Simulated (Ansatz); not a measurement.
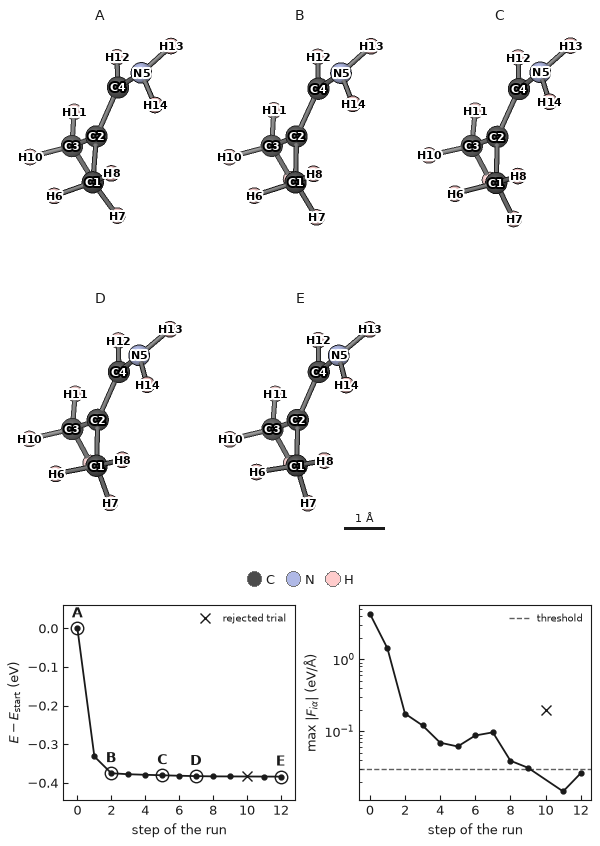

Frames of a relaxation of C4H9N (coarse preliminary run), marked on the history of the run. The picture is a ball-and-stick view, seen from a free direction.

The start comes from a force field.

These are results of RKS PBE-D4/def2-SVP (Ansatz 0.2.0), not measurements. Set-up: force threshold 0.03 eV/Å; at most 200 steps.

> What happens along the run?

The atom that moves furthest after the best rigid fit is an H atom (0.36 Å). Largest moves by element: H 0.36 Å, C 0.10 Å, N 0.07 Å. Some distances before and after: C–H 1.032 → 1.104 Å, C–H 1.050 → 1.115 Å, C–C 1.460 → 1.506 Å, C–H 1.151 → 1.114 Å. Bond angles that change, for instance: C–C–C 129.3° → 122.8°, C–C–N 123.6° → 127.7°, C–C–C 112.4° → 116.4°. After 11 accepted moves (12 points after the start) the energy has fallen by 0.384 eV. The largest force component goes from 4.3 to 0.026 eV/Å. The line search rejected the trial step at point 10 of the run. From step 0 to 2: a C atom moves most (0.08 Å), energy −0.375 eV. From step 2 to 5: an H atom moves most (0.13 Å), energy −0.005 eV. From step 5 to 7: H atoms move most (0.13 Å), energy −0.002 eV. From step 7 to 12: an H atom moves most (0.07 Å), energy −0.001 eV.
